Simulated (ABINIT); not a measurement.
# AgCl (Fm-3m): G0W0 with ABINIT, start to end, part 2 of 2

Wanted: ground state, empty states, screening and self-energy for AgCl (Fm-3m).

ABINIT 10.8.3; PBE and many-body steps on it, plane waves. Known limits of the many-body steps: not at the basis limit; d shell near the gap, gap tends to lie low; no spin-orbit coupling; coarse k mesh.

So far. Step 2 (Ground state): The gap is indirect, with the least direct gap 2.20 eV higher. Step 3 (Bands along the symmetry lines): The gap is 0.921 eV, as in the run before at this level.

### 4. Empty states on the mesh, 4×4×4 mesh, 135 bands

Level of this step: DFT, PBE, plane waves, norm-conserving pseudopotentials (ABINIT).

The sums over transitions need many empty states on a uniform mesh; this step solves for them.

File run.abi:

```
acell 3*1.0 Angstrom
rprim 
  0.000000000000 2.798500000000 2.798500000000
  2.798500000000 0.000000000000 2.798500000000
  2.798500000000 2.798500000000 -0.000000000000
ntypat 2
znucl 47 17
natom 2
typat 1 2
xred 
  0.000000000000 0.000000000000 0.000000000000
  0.500000000000 0.500000000000 0.500000000000
pp_dirpath "pseudos"
pseudos "Ag.upf, Cl.upf"
ecut 37
ngkpt 4 4 4
nshiftk 1
shiftk 0 0 0
kptopt 1
chksymbreak 0
irdden 1
istwfk *1
nband 135
prtvol 0
optdriver 6
gwr_task "HDIAGO"
paral_kgb 0
occopt 1
indata_prefix "in"
outdata_prefix "out"
tmpdata_prefix "tmp"
```

The run is started by

```bash
OMP_NUM_THREADS=1 mpirun -n 4 abinit run.abi > log
```

Numbers of over 12 decimals in the logs are rounded to 6 here.

Log:

```text
[banner, memory and clock lines left out]
.Version 10.8.3 of ABINIT. v10.8.2 released Aug 2026.

 Symmetries : space group Fm -3 m (#225); Bravais cF (face-center cubic)
[... echo of the input left out ...]
== DATASET  1 ==================================================================
-   mpi_nproc: 4, omp_nthreads: 1 (-1 if OMP is not activated)

--- !DatasetInfo
iteration_state: {dtset: 1, }
dimensions: {natom: 2, nkpt: 8, mband: 135, nsppol: 1, nspinor: 1, nspden: 1, mpw: 3218, }
cutoff_energies: {ecut:  37.0, pawecutdg:  -1.0, }
electrons: {nelect:   2.60000000E+01, charge:   0.00000000E+00, occopt:   1.00000000E+00, tsmear:   1.00000000E-02, }

.Using double precision arithmetic; gwpc =  8

- Reading GS density from: in_DEN

--- Pseudopotential description ------------------------------------------------
- Ag Generated using ONCVPSP code by D. R. Hamann
- 47.00000  19.00000  171031                  znucl, zion, pspdat
12 -101130 2 -1 1538                          pspcod,pspxc,lmax,lloc,mmax
     nproj     2     2     2
  pspatm : epsatm=   27.55768671
         --- l  ekb(1:nproj) -->
             0    9.557566   -0.414742
             1    3.443234   -0.133519
             2   -1.597169   -0.391124
 pspatm: atomic psp has been read  and splines computed

- Cl Generated using ONCVPSP code by D. R. Hamann
- 17.00000   7.00000  171031                  znucl, zion, pspdat
12 -101130 2 -1 1028                          pspcod,pspxc,lmax,lloc,mmax
     nproj     2     2     2
  pspatm : epsatm=    9.12776517
         --- l  ekb(1:nproj) -->
             0    8.139296    0.698720
             1    3.821713    1.107519
             2   -2.938609   -0.805455
 pspatm: atomic psp has been read  and splines computed

   9.53821749E+02                                ecore*ucvol(ha*bohr**3)

 Total charge density [el/Bohr^3]
)     Maximum=    2.1507E+00  at reduced coord.    0.0667    0.9333    0.9333
)     Minimum=    2.6631E-03  at reduced coord.    0.2444    0.2444    0.2444
   Integrated=    2.6000E+01

 === KS gaps after direct diagonalization ===
 Indirect band gap semiconductor
 Fundamental gap:     0.921 (eV)
   VBM:     4.308 (eV) at k: [ 5.0000E-01,  0.0000E+00,  0.0000E+00]
   CBM:     5.229 (eV) at k: [ 0.0000E+00,  0.0000E+00,  0.0000E+00]
 Direct gap:         3.124 (eV) at k: [ 0.0000E+00,  0.0000E+00,  0.0000E+00]

== END DATASET(S) ==============================================================

 -outvars: echo values of variables after computation  --------
           etotal      0.0000000000E+00
            nband         135
             nkpt           8
          spgroup         225
 [... the other variables as echoed above ...]

 Calculation completed.
```

Elapsed: 56 s, on 4 MPI ranks of Arm Neoverse V1, shared host; peak memory 2.4 GiB.

This step gave:

```
gap                                                           : 0.9214 eV
k of the valence top                                          : 0.5, 0, 0
k of the conduction bottom                                    : 0, 0, 0
least direct gap                                              : 3.124 eV
k points computed                                             : 8
lowest point of the top converged band, above the valence top : 100.5461 eV
```

On this mesh the gap is 0.921 eV.

### 5. Screening, 4×4×4 mesh, 127 bands, screening to 163.3 eV

The RPA dielectric matrix is built and inverted for each q.

This step: RPA screening on PBE, plane waves, norm-conserving pseudopotentials.

Changes to run.abi since step 4:

```diff
@@ -20,10 +20,11 @@
 chksymbreak 0
-irdden 1
 istwfk *1
-nband 135
-prtvol 0
-optdriver 6
-gwr_task "HDIAGO"
-paral_kgb 0
 occopt 1
+irdwfk 1
+optdriver 3
+nband 127
+ecuteps 6
+inclvkb 2
+awtr 1
+symchi 1
 indata_prefix "in"
```

Log:

```text
.Version 10.8.3 of ABINIT. v10.8.2 released Aug 2026.

 Symmetries : space group Fm -3 m (#225); Bravais cF (face-center cubic)
[... echo of the input left out ...]
== DATASET  1 ==================================================================
-   mpi_nproc: 4, omp_nthreads: 1 (-1 if OMP is not activated)

--- !DatasetInfo
iteration_state: {dtset: 1, }
dimensions: {natom: 2, nkpt: 8, mband: 127, nsppol: 1, nspinor: 1, nspden: 1, mpw: 3218, }
cutoff_energies: {ecut:  37.0, pawecutdg:  -1.0, }
electrons: {nelect:   2.60000000E+01, charge:   0.00000000E+00, occopt:   1.00000000E+00, tsmear:   1.00000000E-02, }

 SCREENING: Calculation of the susceptibility and dielectric matrices

 Based on a program developped by R.W. Godby, V. Olevano, G. Onida, and L. Reining.
 Incorporated in ABINIT by V. Olevano, G.-M. Rignanese, and M. Torrent.
.Using double precision arithmetic ; gwpc =  8

[... cell and pseudopotentials left out ...]
--------------------------------------------------------------------------------

 ==== K-mesh for the wavefunctions ====
 Number of points in the irreducible wedge :     8
[... list of points left out ...]
 Together with 48 symmetry operations and time-reversal symmetry
 yields    64 points in the full Brillouin Zone.

 ==== Q-mesh for the screening function ====
 Number of points in the irreducible wedge :     8
[... list of points left out ...]
 Together with 48 symmetry operations and time-reversal symmetry
 yields    64 points in the full Brillouin Zone.

 setmesh: FFT mesh size selected  =    30x   30x   30
          total number of points  =        27000

 vcoul_init : cutoff-mode = AUXILIARY_FUNCTION
 q-points for optical limit:   1
     1)      0.000010    0.000020    0.000030

- screening: taking advantage of time-reversal symmetry
- Maximum band index for partially occupied states nbvw = 13
- Remaining bands to be divided among processors   nbcw = 114
- Number of bands treated by each node ~28

 Number of electrons calculated from density =   26.0000; Expected =   26.0000
 average of density, n =  0.087896
 r_s =    1.3952
 omega_plasma =   28.5984 [eV]

 calculating chi0 at frequencies [eV] :
  1    0.000000E+00    0.000000E+00
  2    0.000000E+00    2.859835E+01

--------------------------------------------------------------------------------
  q-point number  1        q = ( 0.000000, 0.000000, 0.000000) [r.l.u.]
--------------------------------------------------------------------------------
[... chi0 elements left out ...]
 For q-point:  0.000010 0.000020 0.000030
  dielectric constant =   5.1746
  dielectric constant without local fields =   5.6277

  Average fulfillment of the sum rule on Im[epsilon] for q-point    1 :     71.57  [%]
[... wings left out ...]
  q-point number  2        q = ( 0.250000, 0.000000, 0.000000) [r.l.u.]
--------------------------------------------------------------------------------
[... chi0 elements left out ...]
  Average fulfillment of the sum rule on Im[epsilon] for q-point    2 :     82.40  [%]

 [... 6 further q-points ...]
```

Run time: 37 s. Hardware: 4 MPI ranks; peak memory 0.96 GiB.

This step gave:

```yaml
eps_infinity_with_local_fields_on_this_mesh_along_the_program_s_q_direction: 5.175
the_same_without_local_fields: 5.628
plasma_frequency: 28.60 eV
plane_waves_in_the_screening_matrix: 181
```

Local fields lower ε∞ by 8 %. On a Γ-centred mesh this coarse the value itself is usually too large, while a short band sum pulls it down.

### 6. Self-energy, 4×4×4 mesh, 127 bands, screening to 163.3 eV

The self-energy is evaluated for the states that the input lists, and the levels follow from it, in one-shot runs by the linearised quasiparticle equation.

This step: G0W0 on PBE, plane waves, norm-conserving pseudopotentials.

Changes to run.abi since step 5:

```diff
@@ -23,8 +23,17 @@
 irdwfk 1
-optdriver 3
+optdriver 4
 nband 127
+gwcalctyp 0
+ecutsigx 37
+symsigma 1
+nkptgw 2
+kptgw 
+  0.5000000000 0.0000000000 0.0000000000
+  0.0000000000 0.0000000000 0.0000000000
+bdgw 
+  12 15
+  11 17
 ecuteps 6
-inclvkb 2
-awtr 1
-symchi 1
+irdscr 1
+ppmodel 1
 indata_prefix "in"
```

Log:

```text
.Version 10.8.3 of ABINIT. v10.8.2 released Aug 2026.

 Symmetries : space group Fm -3 m (#225); Bravais cF (face-center cubic)
[... echo of the input left out ...]
== DATASET  1 ==================================================================
-   mpi_nproc: 4, omp_nthreads: 1 (-1 if OMP is not activated)

--- !DatasetInfo
iteration_state: {dtset: 1, }
dimensions: {natom: 2, nkpt: 8, mband: 127, nsppol: 1, nspinor: 1, nspden: 1, mpw: 3218, }
cutoff_energies: {ecut:  37.0, pawecutdg:  -1.0, }
electrons: {nelect:   2.60000000E+01, charge:   0.00000000E+00, occopt:   1.00000000E+00, tsmear:   1.00000000E-02, }

 SIGMA: Calculation of the GW corrections

 Based on a program developped by R.W. Godby, V. Olevano, G. Onida, and L. Reining.
 Incorporated in ABINIT by V. Olevano, G.-M. Rignanese, and M. Torrent.
.Using double precision arithmetic ; gwpc =  8

[... cell and pseudopotentials left out ...]
--------------------------------------------------------------------------------

 ==== K-mesh for the wavefunctions ====
 Number of points in the irreducible wedge :     8
[... list of points left out ...]
 Together with 48 symmetry operations and time-reversal symmetry
 yields    64 points in the full Brillouin Zone.

 ==== Q-mesh for screening function ====
 Number of points in the irreducible wedge :     8
[... list of points left out ...]
 Together with 48 symmetry operations and time-reversal symmetry
 yields    64 points in the full Brillouin Zone.

 vcoul_init : cutoff-mode = AUXILIARY_FUNCTION
 q-points for optical limit:   1
     1)      0.000010    0.000020    0.000030
 setmesh: FFT mesh size selected  =    45x   45x   45
          total number of points  =        91125

 Number of electrons calculated from density =   26.0000; Expected =   26.0000
 average of density, n =  0.087896
 r_s =    1.3952
 omega_plasma =   28.5984 [eV]

 === KS Band Gaps ===
  >>>> For spin  1
   Minimum direct gap =   3.1244 [eV], located at k-point      :   0.0000  0.0000  0.0000
   Fundamental gap    =   0.9214 [eV], Top of valence bands at :   0.5000  0.0000  0.0000
                                       Bottom of conduction at :   0.0000  0.0000  0.0000
 SIGMA fundamental parameters:
 PLASMON POLE MODEL  1
 number of plane-waves for SigmaX                 3143
 number of plane-waves for SigmaC and W            181
 number of plane-waves for wavefunctions          3143
 number of bands                                   127
 number of independent spin polarizations            1
 number of spinorial components                      1
 number of k-points in IBZ                           8
 number of q-points in IBZ                           8
 number of symmetry operations                      48
 number of k-points in BZ                           64
 number of q-points in BZ                           64
 number of frequencies for dSigma/dE                 9
 frequency step for dSigma/dE [eV]                0.25
 number of omega for Sigma on real axis              0
 max omega for Sigma on real axis  [eV]           0.00
 zcut for avoiding poles [eV]                     0.10

 EPSILON^-1 parameters (SCR file):
 dimension of the eps^-1 matrix on file            181
 dimension of the eps^-1 matrix used               181
 number of plane-waves for wavefunctions          3143
 number of bands                                   127
 number of q-points in IBZ                           8
 number of frequencies                               2
 number of real frequencies                          1
 number of imag frequencies                          1

 matrix elements of self-energy operator (all in [eV])

 Perturbative Calculation

--- !SelfEnergy_ee
iteration_state: {dtset: 1, }
kpoint     : [   0.500,    0.000,    0.000, ]
spin       : 1
KS_gap     :    4.314
QP_gap     :    5.426
Delta_QP_KS:    1.112
data: !SigmaeeData |
     Band     E0 <VxcDFT>   SigX SigC(E0)      Z dSigC/dE  Sig(E)    E-E0       E
       12   4.308 -21.440 -26.390   3.786   0.797  -0.255 -22.367  -0.928   3.380
       13   4.308 -21.440 -26.390   3.786   0.797  -0.255 -22.367  -0.928   3.380
       14   8.621  -8.962  -4.759  -3.983   0.836  -0.196  -8.777   0.184   8.806
       15  10.699 -13.608  -7.669  -4.993   0.803  -0.245 -12.848   0.760  11.459

--- !SelfEnergy_ee
iteration_state: {dtset: 1, }
kpoint     : [   0.000,    0.000,    0.000, ]
spin       : 1
KS_gap     :    3.124
QP_gap     :    4.576
Delta_QP_KS:    1.451
data: !SigmaeeData |
     Band     E0 <VxcDFT>   SigX SigC(E0)      Z dSigC/dE  Sig(E)    E-E0       E
       11   2.105 -14.486 -18.706   2.781   0.791  -0.265 -15.624  -1.138   0.967
       12   2.105 -14.486 -18.706   2.781   0.791  -0.265 -15.624  -1.138   0.967
       13   2.105 -14.486 -18.706   2.781   0.791  -0.265 -15.624  -1.138   0.967
       14   5.229 -10.710  -6.457  -3.875   0.830  -0.205 -10.397   0.314   5.543
       15  15.026 -12.071  -6.770  -4.440   0.822  -0.216 -11.363   0.708  15.734
       16  15.026 -12.071  -6.770  -4.440   0.822  -0.216 -11.363   0.708  15.734
       17  15.026 -12.071  -6.770  -4.440   0.822  -0.216 -11.363   0.708  15.734

== END DATASET(S) ==============================================================
================================================================================

 -outvars: echo values of variables after computation  --------
           etotal      0.0000000000E+00
            nband         127
             nkpt           8
          spgroup         225
 [... the other variables as echoed above ...]

 Calculation completed.
```

It took 9.6 s on 4 MPI ranks; peak memory 0.91 GiB; 38 s of CPU time.

This step gave:

| Item | Value |
| --- | --- |
| G0W0 gap on the points computed | 2.163 eV |
| starting gap on the mesh | 0.9214 eV |
| k of the valence top | 0.5, 0, 0 |
| k of the conduction bottom | 0, 0, 0 |
| Z at the valence top | 0.797 |
| Z at the conduction bottom | 0.83 |
| least direct G0W0 gap on the computed points | 4.576 eV |

The gap on the mesh goes from 0.92 eV to 2.16 eV, a correction of +1.24 eV.

Limits: finite bands, cutoff and mesh; d shell near the gap, gap tends to lie low; no spin-orbit coupling; coarse k mesh. v1 is the top filled band, c1 the lowest empty one. Levels before and after the correction, in eV, zero at the valence-band top of each column:

```tsv
	conduction bottom	valence top
Kohn-Sham	0.92	0.00
G0W0	2.16	0.00
```

```tsv
	level	energy (eV)
Kohn-Sham	(0.5 0 0) v2-v1	0.000
Kohn-Sham	(0.5 0 0) c1	4.314
Kohn-Sham	(0.5 0 0) c2	6.391
Kohn-Sham	Γ v3-v1	-2.203
Kohn-Sham	Γ c1	0.921
Kohn-Sham	Γ c2-c4	10.719
G0W0	(0.5 0 0) v2-v1	0.000
G0W0	(0.5 0 0) c1	5.426
G0W0	(0.5 0 0) c2	8.079
G0W0	Γ v3-v1	-2.413
G0W0	Γ c1	2.163
G0W0	Γ c2-c4	12.354
```

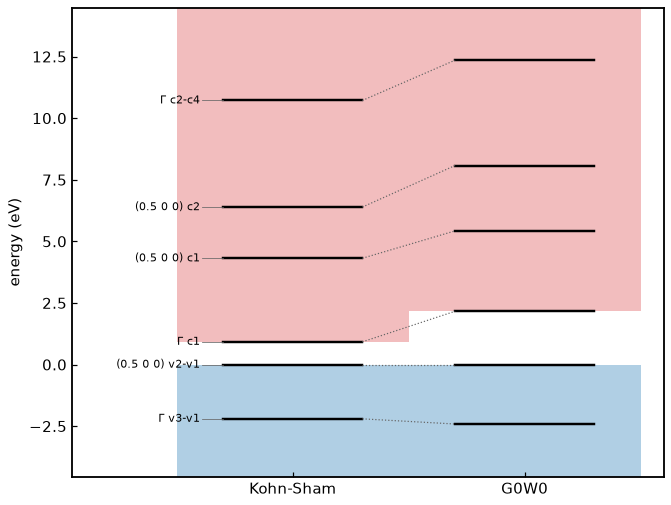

Levels before and after the correction. Shaded: valence and conduction bands.

### 7. Where the time went

Times are wall times on 4 MPI ranks of Arm Neoverse V1, shared host, good to a factor of about two.

```tsv
step	time	share	memory (GiB)
ground state	13 s	10 %	0.32
bands along the symmetry lines	19 s	14 %	0.3
empty states on the mesh	56 s	42 %	2.4
screening	37 s	28 %	0.96
self-energy	9.6 s	7 %	0.91
```

### 8. What came out

* PBE gap: 0.92 eV, indirect
* G0W0 gap on the mesh: 2.16 eV
* GW settings: 4×4×4 mesh, 127 bands, screening to 163.3 eV, Godby-Needs plasmon pole
* known limits: not at the basis limit; d shell near the gap, gap tends to lie low; no spin-orbit coupling; coarse k mesh

In words: G0W0 moves the gap on the mesh from 0.92 eV to 2.16 eV (+1.24 eV), with Z of 0.80 and 0.83 at the edges. Local fields lower the RPA ε∞ on this mesh from 5.63 to 5.17; a Γ-centred mesh this coarse tends to raise both, most where the direct gap is narrow, while a short band sum lowers them. Only 2 of the mesh's irreducible points were corrected, so a valley elsewhere could overtake. The dearest step here is «empty states on the mesh». Bands and cutoff are finite, so the gap is not at the basis limit. The miss can reach some tenths of an eV and take either sign; the mesh is an error of its own. In the G0W0 run levels were corrected at 2 k points alone, so a gap called «on the mesh» is the least over those, and an edge elsewhere would be missed. The 4×4×4 mesh is coarse for this cell, which bears on the long-range parts of exchange and screening. A d shell, filled or nearly so, lies near the gap. One-shot GW converges very slowly in bands there, not always from below, and on a semilocal start the gap tends to come out low; starts rich in exact exchange can overshoot instead. The many-body steps are scalar-relativistic: spin-orbit coupling is not in them.

[Paths, hosts, dates, memory and timing lines, banners, echoed tables and standing remarks are left out of the program output.]

[Logs are printed without paths, hosts, clocks, repeated set-up lines and the standing remarks that a program may print on its own settings, such as how far it seeks lower states.]

[Runs of the session that timed out or met a known fault of the program may be left out.]

[Hosts, paths, dates, database ids (printed as entryN), source tags and the programs' standing remarks are cut or masked in the printed files.]

[G0W0 gaps are taken among the corrected bands and points alone; a level outside them can change the order at an edge.]

[Where Ansatz stands beside ABINIT at settings called matched, ABINIT's density can come from a denser mesh and the files from another edition; pairs whose starting gaps differed by over 0.03 eV were left out, so agreement reads better than it is.]
